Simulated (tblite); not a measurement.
Scan of H₂S, singlet: map of symmetric stretch and bend. Scanned: S-H bond length and H-S-H angle.

Cartesian coordinates as functions of the variables (Å; names that start with a are angles):
```
S  0  0  0
H  r*sin(a/2)  0  r*cos(a/2)
H  -r*sin(a/2)  0  r*cos(a/2)
```

Method: GFN2-xTB, 300 K electronic temperature run with tblite.

Energy in kcal/mol above the lowest grid point; x is the S-H bond length (Å), y the H-S-H angle (°).

```csv
y \ x,1.14,1.23,1.29,1.36,1.43,1.49,1.56,1.63,1.70,1.76,1.81
180,85.6,70.5,69.0,72.2,78.4,83.6,88.7,93.2,97.7,101.7,105.1
173,83.8,68.0,65.6,67.2,71.1,75.2,80.4,85.7,91.0,95.6,99.6
163,76.4,58.8,55.1,55.3,58.3,62.1,67.4,73.3,79.7,85.5,90.3
153,66.4,47.5,43.1,42.8,45.7,49.7,55.4,62.1,69.2,75.7,81.2
143,55.9,36.2,31.6,31.2,34.2,38.5,44.9,52.1,60.0,67.1,73.1
133,46.1,25.9,21.2,20.9,24.2,28.9,35.8,43.6,52.1,59.7,66.2
123,37.8,17.3,12.5,12.4,16.0,21.0,28.3,36.7,45.7,53.8,60.6
113,31.6,10.8,5.9,5.9,9.7,15.0,22.7,31.4,40.8,49.2,56.3
103,27.9,6.7,1.7,1.7,5.6,11.0,19.0,28.0,37.6,46.3,53.6
93,27.1,5.4,0.2,0.0,3.9,9.3,17.3,26.4,36.3,45.0,52.4
83,29.9,7.3,1.8,1.2,4.8,10.1,18.0,27.0,36.8,45.5,52.8
70,39.4,15.5,9.0,7.6,10.5,15.3,22.6,31.1,40.4,48.8,55.9
```

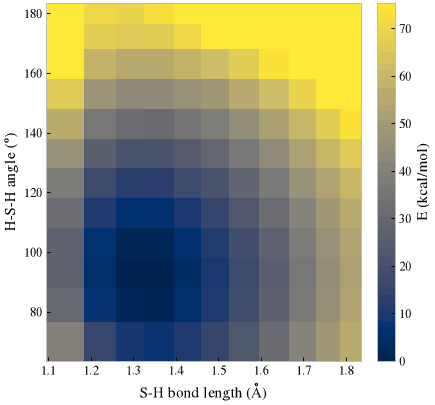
Figure: Energy surface, cut off at 75 kcal/mol.

Points that lie below all their neighbours on the grid: x = 1.36, y = 93 (0.0 kcal/mol).
